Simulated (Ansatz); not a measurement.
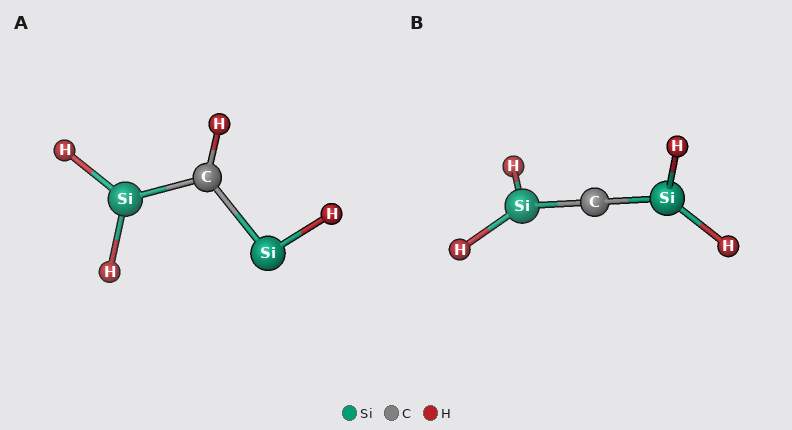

2 stationary structures of one formula. Geometries: PBE0-D4/def2-TZVP. Electronic energies: ωB97M-V/def2-TZVPP (Ansatz 0.2.0), without zero-point energy. No frequency run is at hand to confirm each as a minimum. Each is one conformer, not always the lowest.

Question: Rank them by energy, lowest first.

Answer: A is lowest (Cs); B lies 42.5 kJ/mol above it (D2d).

Give E(B) − E(A) in kJ/mol at these levels too: r2SCAN-D4/def2-TZVPP; B3LYP-D4/def2-TZVPP; PBE-D4/def2-TZVPP; PBE0-D4/def2-TZVPP; ωB97M-V/def2-TZVPP; PBE0-D4/def2-TZVP; RHF-CCSD(T) (frozen core)/def2-TZVPP.

```csv
level,E(B) − E(A) (kJ/mol)
r2SCAN-D4/def2-TZVPP,+19.0
B3LYP-D4/def2-TZVPP,+31.1
PBE-D4/def2-TZVPP,+29.3
PBE0-D4/def2-TZVPP,+36.5
ωB97M-V/def2-TZVPP,+42.5
PBE0-D4/def2-TZVP,+35.9
RHF-CCSD(T) (frozen core)/def2-TZVPP,+31.3
```
